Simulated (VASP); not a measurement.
# Absorption of TiO2 (Rutile) from time-dependent hybrids, part 2 of 4

Which functionals bind an exciton in TiO2 (Rutile)? The cell is of the rutile type, one of the forms listed for this formula. The start is a cell from a database of measured crystal structures.

VASP 6.6.1, plane waves and PAW; the level of theory is named at each step.

Still holding for the runs below: This run has no spin polarisation, although Ti can carry a moment.

So far. Step 3 (Empty bands, functional LDA): WAVECAR now holds 40 bands for 48 electrons. Its independent-particle dielectric tensor has xx, yy, zz = 7.5, 7.5, 9.1 on this mesh, which isn't tested for convergence in mesh or bands and lacks local fields.

## 4. Casida equation on LDA

This step: time-dependent LDA, Casida form, no spin polarisation; plane waves and PAW (Ti_sv, O) (VASP 6.6.1).

The Casida equation, in the Tamm-Dancoff approximation (ANTIRES = 0), couples the pairs by a local exchange-correlation kernel; a semilocal kernel is short-ranged. On this coarse mesh the spectra break into peaks of single stars of k points, and those at the smallest gap weigh too much.

The input, INCAR:

```
SYSTEM = TiO2
PREC = Accurate
ENCUT = 420
ISMEAR = 0
SIGMA = 0.01
LREAL = .FALSE.
GGA = CA
NBANDS = 40
LASPH = .TRUE.
ALGO = TDHF
NBANDSO = 4
NBANDSV = 5
OMEGAMAX = 25
NEDOS = 1000
CSHIFT = 0.1
PRECFOCK = Fast
LWAVE = .FALSE.
LCHARG = .FALSE.
ANTIRES = 0
LFXC = .TRUE.
LADDER = .FALSE.
```

The input, POSCAR:

```
TiO2
1.0
    4.5922000000      0.0000000000      0.0000000000
    0.0000000000      4.5922000000      0.0000000000
    0.0000000000      0.0000000000      2.9574000000
Ti O
2 4
Direct
    0.5000000000      0.5000000000      0.5000000000
    0.0000000000      0.0000000000      0.0000000000
    0.8049600000      0.1950400000      0.5000000000
    0.6950400000      0.6950400000      0.0000000000
    0.1950400000      0.8049600000      0.5000000000
    0.3049600000      0.3049600000      0.0000000000
```

The input, KPOINTS:

```
Automatic mesh
0
Gamma
4 4 6
0 0 0
```

PAW data sets: Ti_sv and O (PBE family, release 64).

On the command line:

```console
$ mpirun -np 8 vasp_std
```

Log:

```text
[banner, memory and clock lines left out]
running    8 mpi-ranks, on    1 nodes
 distrk:  each k-point on    8 cores,    1 groups
 distr:  one band on    1 cores,    8 groups

 POSCAR found type information on POSCAR TiO
 POSCAR found :  2 types and       6 ions
|                                                                             |
|           W    W    AA    RRRRR   N    N  II  N    N   GGGG   !!!           |
|           W    W   A  A   R    R  NN   N  II  NN   N  G    G  !!!           |
|           W    W  A    A  R    R  N N  N  II  N N  N  G       !!!           |
|           W WW W  AAAAAA  RRRRR   N  N N  II  N  N N  G  GGG   !            |
|           WW  WW  A    A  R   R   N   NN  II  N   NN  G    G                |
|           W    W  A    A  R    R  N    N  II  N    N   GGGG   !!!           |
|                                                                             |
|     For optimal performance we recommend to set                             |
|       NCORE = 2 up to number-of-cores-per-socket                            |
|     NCORE specifies how many cores store one orbital (NPAR=cpu/NCORE).      |
|     This setting can greatly improve the performance of VASP for DFT.       |
|     The default, NCORE=1 might be grossly inefficient on modern             |
|     multi-core architectures or massively parallel machines. Do your        |
|     Unfortunately you need to use the default for GW and RPA                |
|     calculations (for HF NCORE is supported but not extensively tested      |
|     yet).                                                                   |
|                                                                             |

|                                                                             |
|               ----> ADVICE to this user running VASP <----                  |
|                                                                             |
|     You enforced a specific xc type in the INCAR file but a different       |
|     [... a line on the potential file left out ...]
|     I HOPE YOU KNOW WHAT YOU ARE DOING!                                     |
|                                                                             |

|                                                                             |
|           W    W    AA    RRRRR   N    N  II  N    N   GGGG   !!!           |
|           W    W   A  A   R    R  NN   N  II  NN   N  G    G  !!!           |
|           W    W  A    A  R    R  N N  N  II  N N  N  G       !!!           |
|           W WW W  AAAAAA  RRRRR   N  N N  II  N  N N  G  GGG   !            |
|           WW  WW  A    A  R   R   N   NN  II  N   NN  G    G                |
|           W    W  A    A  R    R  N    N  II  N    N   GGGG   !!!           |
|                                                                             |
|     The default for ENCUTGWSOFT is different in this version of VASP.       |
|     please manually set ENCUTGWSOFT =280 in the INCAR file.                 |
|                                                                             |

 LDA part: xc-table for (Slater(with rela. corr.)+CA(PZ))
 , standard interpolation
 found WAVECAR, reading the header
 POSCAR, INCAR and KPOINTS ok, starting setup
 FFT: planning ... GRIDC
 FFT: planning ... GRID_SOFT
 FFT: planning ... GRID
 reading WAVECAR
 the WAVECAR file was read successfully
 initial charge from wavefunction
 available memory per node:     35.35 GB, setting MAXMEM to     36198

 The Fermi energy was updated, please check that it is located mid-gap
 values below the HOMO (VB) or above the LUMO (CB) will cause erroneous energies
 E-fermi :   5.3804

 the WAVEDER file was read successfully
 responsefunction array rank=     680
 LDA part: xc-table for (Slater(with rela. corr.)+CA(PZ))
 , standard interpolation

 min. memory requirement per mpi rank     79.1 MB, per node    632.6 MB

 Doing            0  frequencies on each core in blocks of            0
 parallelization over k-points
 Using distributed matrix
 Using distributed eigensolver
 allocating two-electron 4 orbital integral table    4    5    4    5
 BSE setting up matrix
 available memory per node:     35.32 GB, setting MAXMEM to     36166
 Calculate matrix elements of the BSE Hamiltonian:
 Workload is divided into blocks of two-electron 4 orbital integrals computed in
  parallel.
 Each block/integral has dimensions  of (   4,   5,   4,   5) orbitals
 Total number of blocks/integrals:                 4656
 Number of spins:                                     1
 Number of kpoints:                                  96
 Spin channel:                                        1
  Number of blocks of unoccupied bands:               1
  Number of blocks of occupied bands:                 1
 Number of rows/columns of blocks:                   96

                                                        Time (sec)
               Integrals                 Ranks       Real         CPU
  [         1 -        768/      4656]     8         0.31        0.00
  [       769 -       1536/      4656]     8         0.65        0.00
  [      1537 -       2304/      4656]     8         1.09        0.00
  [      2305 -       3072/      4656]     8         1.47        0.00
  [      3073 -       3840/      4656]     8         1.93        0.00
  [      3841 -       4608/      4656]     8         2.24        0.00
  [      4609 -       4656/      4656]     8         2.27        0.00

 BSE redistributing all elements
 BSE diagonalizing matrix PDSYEVX_ZHEEVX_DESC
 BSE calculating oscillator strength
```

It took 4 s on 8 MPI ranks of Intel Xeon 6975P-C (Granite Rapids), shared host; peak memory 1.4 GiB.

Parts of OUTCAR (step 4):

```text
 Found     24 irreducible k-points:

   k-points           NKPTS =     24   k-points in BZ     NKDIM =     96   number of bands    NBANDS=     40

   NELECT =      48.0000    total number of electrons

 E-fermi :   5.3804

[... 8 parts as in an earlier step ...]
```

This step gave:

| Item | Value |
| --- | --- |
| lowest excitation | 1.781 eV |

The imaginary dielectric function has structure finer than the step of the table below, so its rows give means over 2 eV, whole bins alone (the curve runs from 0 to 25 eV). Peaks (eV: height): xx 2.9: 9.99, 3.6: 11.2; yy 2.9: 9.99, 3.6: 11.2; zz 2.9: 14.2, 3.7: 16.1.

From 4 filled and 5 empty bands alone, without any pair above OMEGAMAX = 25 eV, so strength is missing wherever others contribute; lines are broadened by CSHIFT, which also makes the tail under the first line. Imaginary dielectric function against photon energy; means over each step:

```
photon energy (eV)       xx       yy       zz
                 2     2.03     2.03     2.95
                 4     6.87     6.84     8.43
                 6    0.636    0.644    0.451
                 8   0.0366   0.0365   0.0395
                10   0.0135   0.0135   0.0156
                12  0.00685  0.00684  0.00806
                14  0.00401  0.00399  0.00475
                16  0.00257  0.00256  0.00306
                18  0.00175  0.00174  0.00209
                20  0.00125  0.00125  0.00150
                22   9.2e-4   9.2e-4  0.00111
```

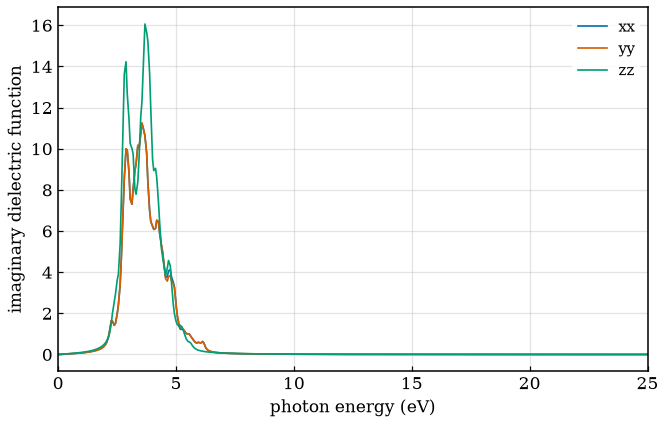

Imaginary dielectric function, plotted against photon energy.

The lowest excitation lies at 1.781 eV, +0 meV against the direct gap of these orbitals. It is dark; the first state with over 2 % of the strongest strength among the lowest 40 lies at 2.234 eV. Peak heights aren't converged with the mesh, least of all at the onset.

## 5. Random-phase approximation on LDA

This step: RPA spectrum on LDA, no spin polarisation; plane waves and PAW (Ti_sv, O) (VASP 6.6.1).

With the exchange-correlation kernel off, only the local fields remain: the random-phase approximation.

Edit INCAR of step 4 so:

```diff
@@ -19,3 +19,3 @@
 ANTIRES = 0
-LFXC = .TRUE.
+LFXC = .FALSE.
 LADDER = .FALSE.
```

POSCAR is that of step 4.

KPOINTS is that of step 4.

On the command line:

```console
$ mpirun -np 8 vasp_std
```

Log:

```text
[banner, memory and clock lines left out]
 LDA part: xc-table for (Slater(with rela. corr.)+CA(PZ))
 , standard interpolation
 found WAVECAR, reading the header
 POSCAR, INCAR and KPOINTS ok, starting setup
 FFT: planning ... GRIDC
 FFT: planning ... GRID_SOFT
 FFT: planning ... GRID
 reading WAVECAR
 the WAVECAR file was read successfully
 initial charge from wavefunction
 available memory per node:     35.34 GB, setting MAXMEM to     36192

 Doing            0  frequencies on each core in blocks of            0
 parallelization over k-points
 Using distributed matrix
 Using distributed eigensolver
 allocating two-electron 4 orbital integral table    4    5    4    5
 BSE setting up matrix
 available memory per node:     35.31 GB, setting MAXMEM to     36156
 Calculate matrix elements of the BSE Hamiltonian:
 Workload is divided into blocks of two-electron 4 orbital integrals computed in
  parallel.
 Each block/integral has dimensions  of (   4,   5,   4,   5) orbitals
 Total number of blocks/integrals:                 4656
 Number of spins:                                     1
 Number of kpoints:                                  96
 Spin channel:                                        1
  Number of blocks of unoccupied bands:               1
  Number of blocks of occupied bands:                 1
 Number of rows/columns of blocks:                   96

                                                        Time (sec)
               Integrals                 Ranks       Real         CPU
  [         1 -        768/      4656]     8         0.49        0.00
  [       769 -       1536/      4656]     8         0.98        0.00
  [      1537 -       2304/      4656]     8         1.46        0.00
  [      2305 -       3072/      4656]     8         1.94        0.00
  [      3073 -       3840/      4656]     8         2.27        0.00
  [      3841 -       4608/      4656]     8         2.64        0.00
  [      4609 -       4656/      4656]     8         2.67        0.00

[... 8 parts as in an earlier step ...]
```

It took 4.8 s on 8 MPI ranks; peak memory 1.4 GiB; 32 s of CPU time.

Parts of OUTCAR (step 5):

```text
   NELECT =      48.0000    total number of electrons

 E-fermi :   5.3804

[... 9 parts as in an earlier step ...]

[... 1 further part left out ...]
```

This step gave:

```yaml
lowest_excitation: 1.782 eV
```

The imaginary dielectric function has structure finer than the step of the table below, so its rows give means over 2 eV, whole bins alone (the curve runs from 0 to 25 eV). Peaks (eV: height): xx 2.9: 9.74, 3.6: 11.1; yy 2.9: 9.74, 3.6: 11.1; zz 2.9: 14.0, 3.7: 15.9.

From 4 filled and 5 empty bands alone, without any pair above OMEGAMAX = 25 eV, so strength is missing wherever others contribute; lines are broadened by CSHIFT, which also makes the tail under the first line. The imaginary dielectric function by photon energy; means over each step:

```
photon energy (eV)       xx       yy       zz
                 2     1.97     1.97     2.87
                 4     6.89     6.86     8.49
                 6    0.668    0.675    0.463
                 8   0.0379   0.0378   0.0400
                10   0.0137   0.0137   0.0158
                12  0.00693  0.00690  0.00811
                14  0.00405  0.00403  0.00478
                16  0.00259  0.00258  0.00307
                18  0.00176  0.00176  0.00210
                20  0.00126  0.00125  0.00150
                22   9.3e-4   9.3e-4  0.00112
```

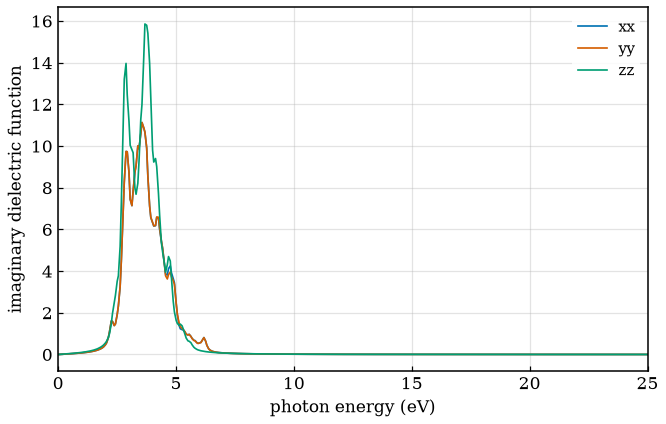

Imaginary dielectric function, plotted against photon energy.

The lowest excitation lies at 1.782 eV, +0 meV against the direct gap of these orbitals. It is dark; the first state with over 2 % of the strongest strength among the lowest 40 lies at 2.234 eV. Peak heights aren't converged with the mesh, least of all at the onset.

## 6. Orbitals for ground state at HSE06

This step: LDA, no spin polarisation; plane waves and PAW (Ti_sv, O) (VASP 6.6.1).

A hybrid converges faster from good orbitals, so a cheap LDA run writes WAVECAR first.

The input, INCAR:

```
SYSTEM = TiO2
PREC = Accurate
ENCUT = 420
EDIFF = 1E-05
NELM = 100
ISMEAR = 0
SIGMA = 0.01
LREAL = .FALSE.
ALGO = Normal
GGA = CA
NBANDS = 30
LASPH = .TRUE.
LORBIT = 11
LWAVE = .TRUE.
LCHARG = .FALSE.
KPAR = 8
```

POSCAR is that of step 5.

KPOINTS is that of step 5.

On the command line:

```console
$ mpirun -np 8 vasp_std
```

Log:

```text
[banner, memory and clock lines left out]
running    8 mpi-ranks, on    1 nodes
 distrk:  each k-point on    1 cores,    8 groups
 distr:  one band on    1 cores,    1 groups

 POSCAR found type information on POSCAR TiO
 POSCAR found :  2 types and       6 ions
 [... a notice as in an earlier step ...]

 [... a notice as in an earlier step ...]

 LDA part: xc-table for (Slater(with rela. corr.)+CA(PZ))
 , standard interpolation
 POSCAR, INCAR and KPOINTS ok, starting setup
 FFT: planning ... GRIDC
 FFT: planning ... GRID_SOFT
 FFT: planning ... GRID
 WAVECAR not read
 entering main loop
       N       E                     dE             d eps       ncg     rms          rms(c)
[... 13 cycles as in an earlier step ...]
DAV:  14    -0.589092399467E+02    0.20879E-05   -0.32383E-05  1528   0.490E-02
   1 F= -.58909240E+02 E0= -.58909240E+02  d E =-.396697-172
 writing wavefunctions
```

Wall time 3.2 s (8 MPI ranks); peak memory 1.2 GiB; 20 s of CPU time.

OUTCAR, selected parts (step 6):

```text
   NELECT =      48.0000    total number of electrons

 E-fermi :   4.6862

 k-point     1 :       0.0000    0.0000    0.0000
  band No.  band energies     occupation
    ...
     20       2.4901      2.00000
     21       3.7854      2.00000
     22       4.0374      2.00000
     23       4.0374      2.00000
     24       4.4894      2.00000
     25       6.2705      0.00000
     26       6.5698      0.00000
     27       6.8201      0.00000
     28       6.9090      0.00000
     29       6.9090      0.00000
    ...

  Total       -4.0260168     -4.0260168     -5.0783172     -0.0000000      0.0000000      0.0000000
  in kB     -103.4271376   -103.4271376   -130.4604119     -0.0000000      0.0000000      0.0000000
  external PRESSURE =    -112.4382290 kB  Pullay stress =       0.0000000 kB

 POSITION                                       TOTAL-FORCE (eV/Angst)
 -----------------------------------------------------------------------------------
      2.29610      2.29610      1.47870        -0.000000     -0.000000     -0.000000
      0.00000      0.00000      0.00000        -0.000000     -0.000000     -0.000000
      3.69654      0.89566      1.47870        -0.004038      0.004038      0.000000
      3.19176      3.19176      0.00000         0.004038      0.004038      0.000000
      0.89566      3.69654      1.47870         0.004038     -0.004038     -0.000000
      1.40044      1.40044      0.00000        -0.004038     -0.004038     -0.000000
 -----------------------------------------------------------------------------------
    total drift:                                0.000000     -0.000000     -0.000000

  FREE ENERGIE OF THE ION-ELECTRON SYSTEM (eV)
  ---------------------------------------------------
  free  energy   TOTEN  =       -58.9092399467 eV

  energy  without entropy=      -58.9092399467  energy(sigma->0) =      -58.90923995

[... 9 parts as in an earlier step ...]

[... 8 further parts left out ...]
```

Numbers from this step:

```yaml
fermi_energy: 4.686 eV
pressure: -11.24 GPa
gap_on_the_k_mesh: 1.781 eV
least_direct_gap_on_the_k_mesh: 1.781 eV
```

The run ends at a pressure of -11.24 GPa, with forces up to 0.0057 eV/Å.

[end of part 2 of 4]

[Lines on the potential files, build, host, timing and source positions are cut from VASP's logs without a mark.]

[Logs are printed without paths, hosts, clocks, repeated set-up lines and the standing remarks that a program may print on its own settings, such as how far it seeks lower states.]

[Hosts, paths, dates, database ids (printed as entryN), source tags and the programs' standing remarks are cut or masked in the printed files.]

[Pressures printed for these runs are not shown converged in the cutoff: they can be off by several GPa and have the wrong sign.]
